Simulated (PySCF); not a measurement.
# C4H4O3 (SMILES C#COC(=O)OC) at 4 levels

We compute a comparison of 4 runs (HF/STO-3G, HF/def2-SVP, PBE/3-21G, PBE0/def2-SVP) of C4H4O3. 

The calculation is run with PySCF 2.14.0.

### Step 1. Starting point

C4H4O3: 11 atoms, total charge 0, spin state singlet. As SMILES, `C#COC(=O)OC`. Geometry: relaxed at PBE0-D4/def2-TZVP. This is one conformer, not always the lowest.

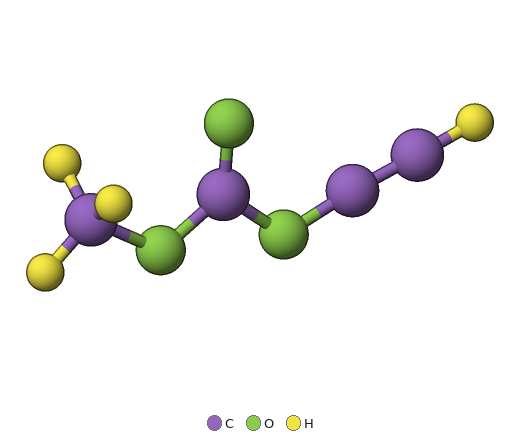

The structure, seen from a chosen angle (carbon purple, oxygen green, hydrogen yellow).

### Step 2. Energy and forces at HF/STO-3G (run 1)

Input file input.py:

```python
# C#COC(=O)OC
import pyscf.grad
from pyscf import gto, scf

molecule = gto.M(
    atom='''
C   -1.514800  -2.072100   2.217000
C   -1.007600  -1.662900   1.215800
O   -0.469500  -1.305200   0.082400
C    0.003200  -0.018400  -0.004500
O   -0.040500   0.788700   0.866500
O    0.493100   0.108400  -1.219300
C    1.038800   1.398000  -1.502100
H   -1.963300  -2.420400   3.115300
H    1.398900   1.342300  -2.526000
H    0.269000   2.163900  -1.406500
H    1.857900   1.620600  -0.818100
''',
    charge=0,
    basis='sto-3g',
    verbose=3,
    spin=0,
    max_memory=1860,
)

hf = scf.RHF(molecule)
hf.conv_tol = 1e-10
hf.kernel()
if not hf.converged:
    hf = hf.newton().run(hf.mo_coeff, hf.mo_occ)

e_tot = hf.e_tot
print('E = %.10f Eh' % e_tot)
grad = hf.Gradients().kernel()
dip = hf.dip_moment()
pop, q = hf.mulliken_pop()
```

Command:

```sh
OMP_NUM_THREADS=1 python input.py
```

The log of the run:

```text
converged SCF energy = -373.363214615264
E = -373.3632146153 Eh
--------------- RHF gradients ---------------
         x                y                z
0 C    -0.0317311815    -0.0260999468     0.0621535383
1 C     0.0566428595     0.0402076447    -0.1169201922
2 O    -0.0120391889     0.0232459809     0.0545347303
3 C     0.0123553036     0.0088119387    -0.0253724562
4 O     0.0024234896    -0.0416540254    -0.0454233732
5 O    -0.0240616093     0.0055629079     0.0706393077
6 C     0.0021972588     0.0019567852    -0.0041757805
7 H     0.0001267805     0.0003914221     0.0000348213
8 H    -0.0025034600    -0.0039296004     0.0031479582
9 H     0.0000410242    -0.0048418853     0.0013319491
10 H    -0.0034512765    -0.0036512215     0.0000494973
----------------------------------------------
Dipole moment(X, Y, Z, Debye):  0.66587,  1.09984, -0.78411
 ** Mulliken pop  **
pop of  0 C 1s            1.99399
pop of  0 C 2s            1.07203
pop of  0 C 2px           1.06489
pop of  0 C 2py           0.99368
pop of  0 C 2pz           0.99963
pop of  1 C 1s            1.99428
pop of  1 C 2s            1.00686
pop of  1 C 2px           0.97585
pop of  1 C 2py           1.03357
pop of  1 C 2pz           0.89957
pop of  2 O 1s            1.99711
pop of  2 O 2s            1.77241
pop of  2 O 2px           1.67447
pop of  2 O 2py           1.35740
pop of  2 O 2pz           1.43612
pop of  3 C 1s            1.99388
pop of  3 C 2s            0.99365
pop of  3 C 2px           0.90355
pop of  3 C 2py           0.80052
pop of  3 C 2pz           0.82457
pop of  4 O 1s            1.99796
pop of  4 O 2s            1.85959
pop of  4 O 2px           1.41732
pop of  4 O 2py           1.52717
pop of  4 O 2pz           1.48222
pop of  5 O 1s            1.99737
pop of  5 O 2s            1.79260
pop of  5 O 2px           1.68230
pop of  5 O 2py           1.40618
pop of  5 O 2pz           1.37099
pop of  6 C 1s            1.99233
pop of  6 C 2s            1.18355
pop of  6 C 2px           1.01157
pop of  6 C 2py           0.81739
pop of  6 C 2pz           1.04816
pop of  7 H 1s            0.88725
pop of  8 H 1s            0.90731
pop of  9 H 1s            0.91537
pop of  10 H 1s           0.91533
 ** Mulliken atomic charges  **
charge of    0C =     -0.12421
charge of    1C =      0.08987
charge of    2O =     -0.23751
charge of    3C =      0.48383
charge of    4O =     -0.28426
charge of    5O =     -0.24945
charge of    6C =     -0.05301
charge of    7H =      0.11275
charge of    8H =      0.09269
charge of    9H =      0.08463
charge of   10H =      0.08467
```

Run time: 6 s. Hardware: 1 thread of Intel Xeon at 2.50GHz (Skylake/Cascade Lake), shared host; peak memory 0.12 GiB.

### Step 3. Energy and forces at HF/def2-SVP (run 2)

Input file job.py:

```python
import pyscf.grad
from pyscf import gto

molecule = gto.M(
    atom='''
C     -2.862557    -3.915702     4.189523
C     -1.904088    -3.142426     2.297529
O     -0.887226    -2.466471     0.155713
C      0.006047    -0.034771    -0.008504
O     -0.076534     1.490427     1.637448
O      0.931824     0.204846    -2.304143
C      1.963047     2.641837    -2.838558
H     -3.710099    -4.573893     5.887064
H      2.643538     2.536579    -4.773448
H      0.508336     4.089178    -2.657900
H      3.510922     3.062490    -1.545985
''',
    max_memory=1860,
    unit='bohr',
    verbose=4,
    basis='def2-svp',
)

calc0 = molecule.RHF()
calc0.conv_tol = 1e-10
calc0.kernel()
if not calc0.converged:
    calc0 = calc0.newton().run(calc0.mo_coeff, calc0.mo_occ)

energy = calc0.e_tot
print('E = %.10f Eh' % energy)
grad = calc0.Gradients().kernel()
calc0.analyze()
```

Command:

```sh
OMP_NUM_THREADS=1 python job.py
```

The log of the run:

```text
PySCF version 2.14.0

[... 89 lines left out ...]
One-electron Energy =                -1078.614917554572912
[... 12 lines left out ...]
MO #8   energy= -1.53941579689812  occ= 2
[... 10 lines left out ...]
MO #19  energy= -0.656318243451605 occ= 2
[... 10 lines left out ...]
MO #30  energy= 0.218392350181525  occ= 0
[... 10 lines left out ...]
MO #41  energy= 0.603545275666926  occ= 0
[... 10 lines left out ...]
MO #52  energy= 0.868924216235051  occ= 0
[... 10 lines left out ...]
MO #63  energy= 1.29621033150709   occ= 0
[... 10 lines left out ...]
MO #74  energy= 1.76132765946554   occ= 0
[... 10 lines left out ...]
MO #85  energy= 2.11565038325465   occ= 0
[... 10 lines left out ...]
MO #96  energy= 2.70337938319656   occ= 0
[... 10 lines left out ...]
MO #107 energy= 3.3083437938443    occ= 0
[... 10 lines left out ...]
MO #118 energy= 4.48530616499609   occ= 0
[... 93 lines left out ...]
pop of  6 C 3py           0.00886
pop of  6 C 3pz           0.00616
pop of  6 C 3dxy          0.00383
pop of  6 C 3dyz          0.00123
pop of  6 C 3dz^2         0.00290
pop of  6 C 3dxz          0.00235
pop of  6 C 3dx2-y2       0.00226
pop of  7 H 1s            0.82601
pop of  7 H 2s            0.01261
pop of  7 H 2px           0.00053
pop of  7 H 2py           0.00033
pop of  7 H 2pz           0.00171
pop of  8 H 1s            0.87700
pop of  8 H 2s            0.01139
pop of  8 H 2px           0.00028
pop of  8 H 2py           0.00013
pop of  8 H 2pz           0.00188
pop of  9 H 1s            0.88634
pop of  9 H 2s            0.01100
pop of  9 H 2px           0.00103
pop of  9 H 2py           0.00124
pop of  9 H 2pz           0.00009
pop of  10 H 1s           0.88627
pop of  10 H 2s           0.01101
pop of  10 H 2px          0.00121
pop of  10 H 2py          0.00023
pop of  10 H 2pz          0.00092
 ** Mulliken atomic charges  **
charge of    0C =     -0.22614
charge of    1C =      0.18618
charge of    2O =     -0.33151
charge of    3C =      0.79844
charge of    4O =     -0.50673
charge of    5O =     -0.39172
charge of    6C =      0.00268
charge of    7H =      0.15881
charge of    8H =      0.10932
charge of    9H =      0.10030
charge of   10H =      0.10036
Dipole moment(X, Y, Z, Debye):  0.91835,  1.15135, -1.42259
```

It took 34 s on 1 thread of Intel Xeon at 2.50GHz (Skylake/Cascade Lake), shared host; peak memory 0.3 GiB.

### Step 4. Energy and gradient at PBE/3-21G (run 3)

Input file input.py:

```python
import pyscf.grad
from pyscf import gto, dft

mol = gto.M(
    atom=[
    ('C', (-1.514800, -2.072100, 2.217000)),
    ('C', (-1.007600, -1.662900, 1.215800)),
    ('O', (-0.469500, -1.305200, 0.082400)),
    ('C', (0.003200, -0.018400, -0.004500)),
    ('O', (-0.040500, 0.788700, 0.866500)),
    ('O', (0.493100, 0.108400, -1.219300)),
    ('C', (1.038800, 1.398000, -1.502100)),
    ('H', (-1.963300, -2.420400, 3.115300)),
    ('H', (1.398900, 1.342300, -2.526000)),
    ('H', (0.269000, 2.163900, -1.406500)),
    ('H', (1.857900, 1.620600, -0.818100)),
],
    spin=0,
    charge=0,
    verbose=4,
    max_memory=1860,
    basis='3-21g',
)

calc0 = dft.RKS(mol, xc='pbe')
calc0.conv_tol = 1e-10
calc0.grids.level = 5
calc0.kernel()
if not calc0.converged:
    calc0 = calc0.newton().run(calc0.mo_coeff, calc0.mo_occ)

e_tot = calc0.e_tot
print('E(%s) = %.9f' % ('PBE', e_tot))
grad = calc0.Gradients().kernel()
dip = calc0.dip_moment()
pop, q = calc0.mulliken_pop()
```

Command:

```sh
OMP_NUM_THREADS=1 python input.py
```

The log of the run:

```text
PySCF version 2.14.0

[... 88 lines left out ...]
converged SCF energy = -377.882899843329
[... 13 lines left out ...]
Dipole moment(X, Y, Z, Debye):  0.98802,  1.44422, -1.33983
[... 44 lines left out ...]
pop of  4 O 3py           0.77772
pop of  4 O 3pz           0.76466
pop of  5 O 1s            1.98508
pop of  5 O 2s            0.42335
pop of  5 O 3s            1.50656
pop of  5 O 2px           0.76233
pop of  5 O 2py           0.69609
pop of  5 O 2pz           0.69316
pop of  5 O 3px           0.85750
pop of  5 O 3py           0.78504
pop of  5 O 3pz           0.77032
pop of  6 C 1s            1.98532
pop of  6 C 2s            0.38141
pop of  6 C 3s            1.05917
pop of  6 C 2px           0.58158
pop of  6 C 2py           0.46459
pop of  6 C 2pz           0.60526
pop of  6 C 3px           0.50461
pop of  6 C 3py           0.27567
pop of  6 C 3pz           0.54129
pop of  7 H 1s            0.45954
pop of  7 H 2s            0.29258
pop of  8 H 1s            0.47547
pop of  8 H 2s            0.28336
pop of  9 H 1s            0.47209
pop of  9 H 2s            0.28898
pop of  10 H 1s           0.47207
pop of  10 H 2s           0.28900
 ** Mulliken atomic charges  **
charge of    0C =     -0.03556
charge of    1C =      0.13063
charge of    2O =     -0.58588
charge of    3C =      0.82919
charge of    4O =     -0.42695
charge of    5O =     -0.47943
charge of    6C =     -0.39889
charge of    7H =      0.24787
charge of    8H =      0.24117
charge of    9H =      0.23893
charge of   10H =      0.23893
```

It took 53 s on 1 thread of Intel Xeon at 2.50GHz (Skylake/Cascade Lake), shared host; peak memory 0.71 GiB.

### Step 5. Energy and forces at PBE0/def2-SVP (run 4)

Input file job.py:

```python
from pyscf import gto, dft

molecule = gto.M(
    atom=[
    ('C', (-1.514800, -2.072100, 2.217000)),
    ('C', (-1.007600, -1.662900, 1.215800)),
    ('O', (-0.469500, -1.305200, 0.082400)),
    ('C', (0.003200, -0.018400, -0.004500)),
    ('O', (-0.040500, 0.788700, 0.866500)),
    ('O', (0.493100, 0.108400, -1.219300)),
    ('C', (1.038800, 1.398000, -1.502100)),
    ('H', (-1.963300, -2.420400, 3.115300)),
    ('H', (1.398900, 1.342300, -2.526000)),
    ('H', (0.269000, 2.163900, -1.406500)),
    ('H', (1.857900, 1.620600, -0.818100)),
],
    max_memory=1860,
    charge=0,
    basis='def2-svp',
    verbose=4,
)

calc0 = dft.RKS(molecule, xc='pbe0')
calc0.conv_tol = 1e-10
calc0.grids.level = 5
calc0.kernel()
if not calc0.converged:
    calc0 = calc0.newton().run(calc0.mo_coeff, calc0.mo_occ)

etot = calc0.e_tot
print('E(%s) = %.9f' % ('PBE0', etot))
grad = calc0.nuc_grad_method().kernel()
dip = calc0.dip_moment()
pop, q = calc0.mulliken_pop()
```

Command:

```sh
OMP_NUM_THREADS=1 python job.py
```

The log of the run:

```text
PySCF version 2.14.0

[... 82 lines left out ...]
converged SCF energy = -379.711241996158
[... 13 lines left out ...]
Dipole moment(X, Y, Z, Debye):  0.94870,  1.15623, -1.50158
[... 91 lines left out ...]
pop of  6 C 3px           0.28210
pop of  6 C 3py           0.15388
pop of  6 C 3pz           0.29138
pop of  6 C 3dxy          0.01527
pop of  6 C 3dyz          0.00690
pop of  6 C 3dz^2         0.00978
pop of  6 C 3dxz          0.00699
pop of  6 C 3dx2-y2       0.01103
pop of  7 H 1s            0.73995
pop of  7 H 2s            0.19982
pop of  7 H 2px           0.00797
pop of  7 H 2py           0.00672
pop of  7 H 2pz           0.01389
pop of  8 H 1s            0.74551
pop of  8 H 2s            0.16205
pop of  8 H 2px           0.00597
pop of  8 H 2py           0.00250
pop of  8 H 2pz           0.01453
pop of  9 H 1s            0.74274
pop of  9 H 2s            0.16666
pop of  9 H 2px           0.00969
pop of  9 H 2py           0.00886
pop of  9 H 2pz           0.00520
pop of  10 H 1s           0.74271
pop of  10 H 2s           0.16665
pop of  10 H 2px          0.01096
pop of  10 H 2py          0.00356
pop of  10 H 2pz          0.00924
 ** Mulliken atomic charges  **
charge of    0C =     -0.34296
charge of    1C =      0.39918
charge of    2O =     -0.25088
charge of    3C =      0.37606
charge of    4O =     -0.23109
charge of    5O =     -0.30459
charge of    6C =      0.11948
charge of    7H =      0.03164
charge of    8H =      0.06945
charge of    9H =      0.06684
charge of   10H =      0.06687
```

Run time: 1.7 min. Hardware: 1 thread of Intel Xeon at 2.50GHz (Skylake/Cascade Lake), shared host; peak memory 1.2 GiB.

### Step 6. All runs side by side

```
run          level  integration grid  energy (Eh)  dipole moment (D)  HOMO energy (eV)  LUMO energy (eV)  wall time
  1      HF/STO-3G                 –  -373.363215               1.51             -8.32              8.30        6 s
  2    HF/def2-SVP                 –  -378.018538               2.05            -10.68              4.86       34 s
  3      PBE/3-21G                 5  -377.882900               2.20             -6.07             -0.43       53 s
  4  PBE0/def2-SVP                 5  -379.711242               2.12             -7.62              0.38    1.7 min
```

### Step 7. Summary of results

| quantity | value |
| --- | --- |
| run 4: total energy | -379.71124 Eh |
| run 4: dipole moment | 2.12 D |
| run 4: HOMO energy | -7.62 eV |
| run 4: LUMO energy | 0.38 eV |
| run 4: HOMO–LUMO gap | 8.00 eV |
| run 4: largest force on an atom | 1.150 eV/Å |

The dipole moment (its size) runs from 1.51 D (HF/STO-3G) to 2.20 D (PBE/3-21G). The two ends differ in method and basis. The HOMO–LUMO gap runs from 5.64 eV (PBE/3-21G) to 16.61 eV (HF/STO-3G). Totals of different functionals can't be ranked against each other. In run 1 the basis is minimal, so the values are rough. All runs together took 3.3 min, the longest 1.7 min.
